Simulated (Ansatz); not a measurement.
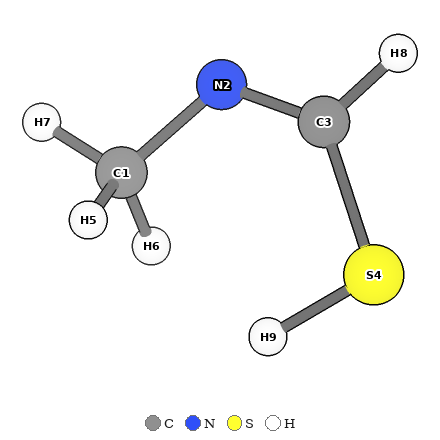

The system is C₂H₅NS, SMILES CN=CS; the picture shows the reference structure. 
- Coordinates scanned: (1) angle C1–N2–C3 (carried through 180); (2) change of the bonds N2–C1, N2–C3, all alike.
- Nothing is relaxed (all other coordinates rigid).
- The scan uses an 11 × 11 grid.
- Points are written as (first, second).
- Energies are in kJ/mol, from the lowest grid point.
- Theory: RKS PBE-D4/def2-TZVP in Ansatz.

Its coordinates:

```xyz
9

C     0.2551    0.8662   -0.7224
N     0.4791   -0.5642   -0.7381
C     0.0765   -1.2917    0.2217
S    -0.7894   -0.8700    1.7250
H     0.7383    1.3476    0.1481
H    -0.8226    1.1120   -0.6894
H     0.6763    1.3111   -1.6327
H     0.2589   -2.3732    0.1854
H    -0.8722    0.4622    1.5025
```

Range: angle C1–N2–C3 (carried through 180) from 102.6 to 257.4°; change of the bonds N2–C1, N2–C3, all alike from −0.149 to 0.231 Å.

Q: What will the energy surface look like?

A: The lowest grid point is at (118.1°, 0.003 Å). There is a further well near (241.9°, 0.003 Å) (9 kJ/mol above the lowest at that grid point). The highest grid point, (180.0°, 0.231 Å), lies 342 kJ/mol above the lowest. On the interpolated surface the easiest way out of the lowest well to the well at about (240°, 0.00 Å) passes a barrier of about 97.7 kJ/mol. Round the minimum the valley is somewhat tilted: raising the first coordinate shifts the best value of the second coordinate downwards (coupling k₁₂/√(k₁₁k₂₂) about 0.3).

```csv
"second ↓, first →",102.6,118.1,133.5,149.0,164.5,180.0,195.5,211.0,226.5,241.9,257.4
0.231,155,155,197,256,312,342,329,280,220,173,158
0.193,122,116,155,211,263,291,279,234,178,133,123
0.155,93,80,115,168,217,242,232,190,137,96,92
0.117,70,48,80,129,175,198,188,150,101,63,67
0.079,55,23,49,95,137,159,150,115,69,36,49
0.041,50,6,27,68,108,127,119,86,45,17,41
0.003,57,0,14,51,87,106,98,68,30,9,44
−0.035,79,8,15,47,80,96,89,61,28,13,63
−0.073,121,33,32,59,88,103,96,71,42,35,102
−0.111,187,81,70,91,117,130,123,100,77,79,165
−0.149,282,156,134,149,170,182,175,155,137,150,257
```

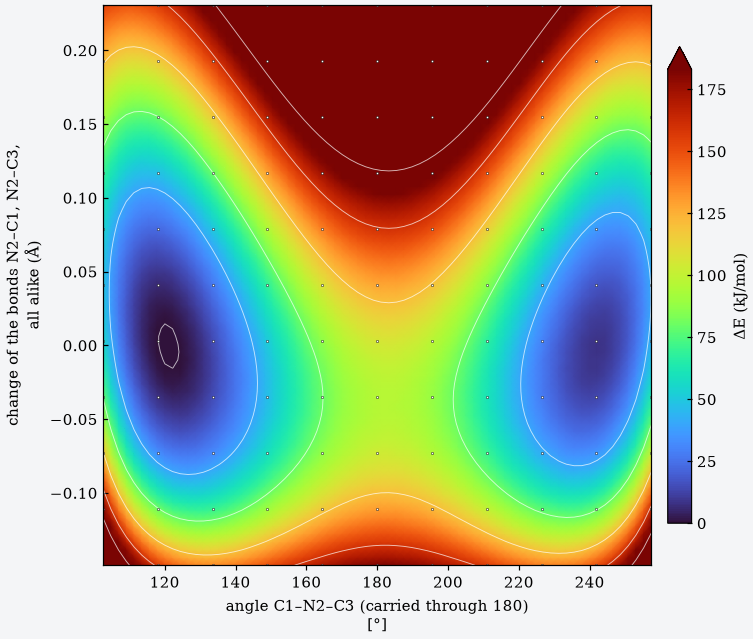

The picture shows a smooth colour map with a few white contour lines, dots at the grid points, one colour for all values above the top of the scale. Between grid points the surface is interpolated.

The whole map (121 points run) took 10 min on 1 thread of Arm Neoverse V1, on a shared host.
